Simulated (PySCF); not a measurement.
Molecule: In(SMe)3, C3H9InS3, SMILES C[S][In]([S]C)[S]C, singlet. Atoms near the plane z = 0.8 Å, at the GFN2-xTB optimised geometry (x, y, z in Å): In1 (-0.1, -1.0, 0.0), S2 (2.4, -1.0, 0.0), C3 (2.6, -2.8, 0.0), H4 (2.6, -3.1, 1.0), S7 (-1.3, 1.2, 0.0), C8 (0.1, 2.3, 0.2), H9 (0.4, 2.3, 1.2), H10 (-0.3, 3.3, -0.1), S12 (-1.3, -3.1, -0.2), C13 (-3.0, -2.5, -0.1), H14 (-3.3, -2.3, 0.9).

Computed with PBE0/def2-TZVP, def2 effective core potentials past Kr (PySCF). The core electrons that the potentials of In replace are not part of the density. The values are rescaled to run from 0 to 1.

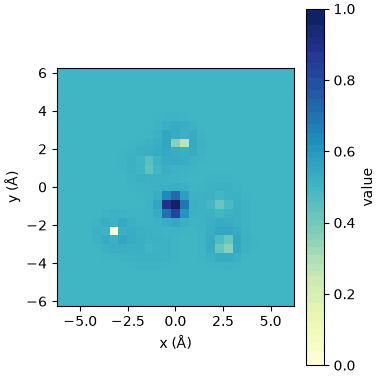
a field on the plane z = 0.8 Å.

### Question
Which quantity is mapped?
A) deformation density (molecule minus spherical neutral atoms)
B) Laplacian of the electron density
C) electrostatic potential
D) an orbital amplitude

### Answer
B, Laplacian of the electron density. In full: Laplacian of the electron density (e/bohr⁵), clipped to [-1.50, 1.50].
